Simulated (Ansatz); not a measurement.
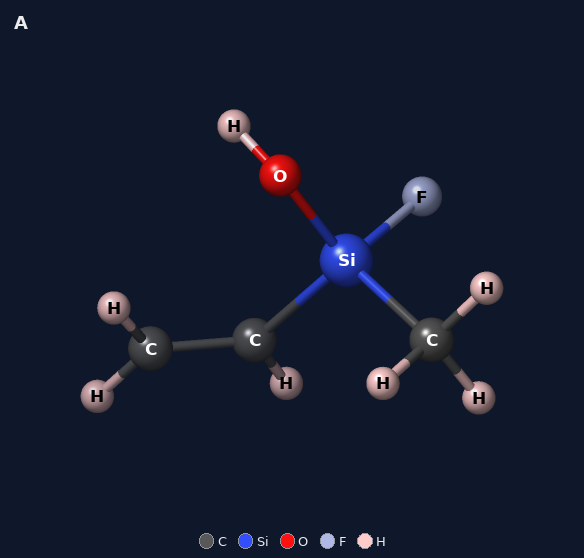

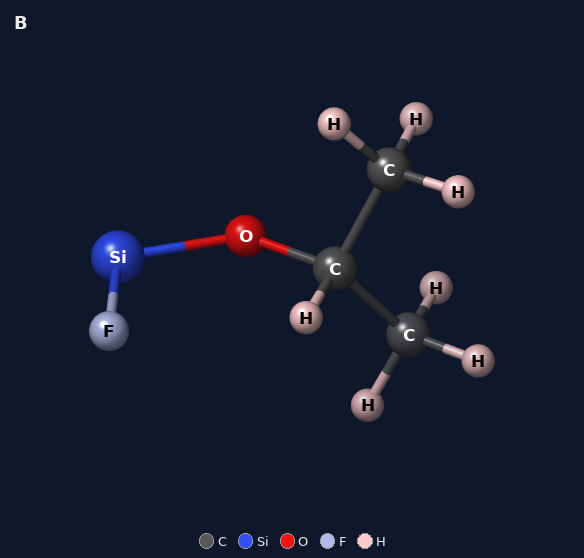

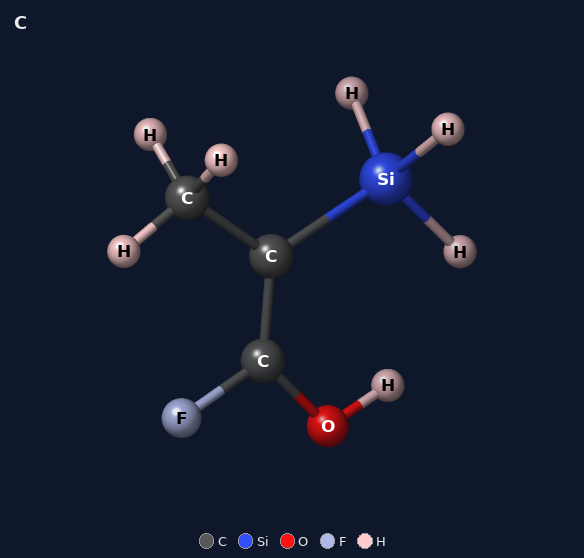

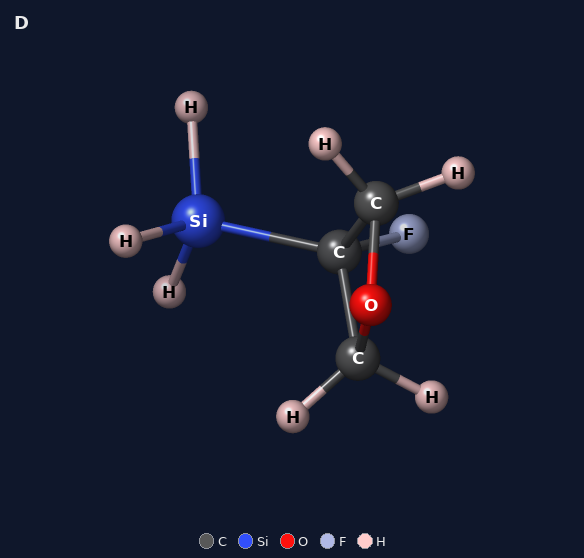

4 stationary structures of one formula. Geometries: PBE0-D4/def2-TZVP. Electronic energies: CCSD(T)/CBS (MP2 limit from def2-TZVPP and def2-QZVPP plus CCSD(T) − MP2) (Ansatz 0.2.0), without zero-point energy. No frequency run is at hand to confirm each as a minimum. Each is one conformer, not always the lowest.

> Which structure is the most stable?

A is lowest; B lies 1.217 eV above it, C lies 4.298 eV above it, D lies 5.411 eV above it. A is `C=C[Si@](C)(O)F`, B is `CC(C)O[Si]F`, C is `C/C([SiH3])=C(/O)F`, D is `FC1([SiH3])COC1`.
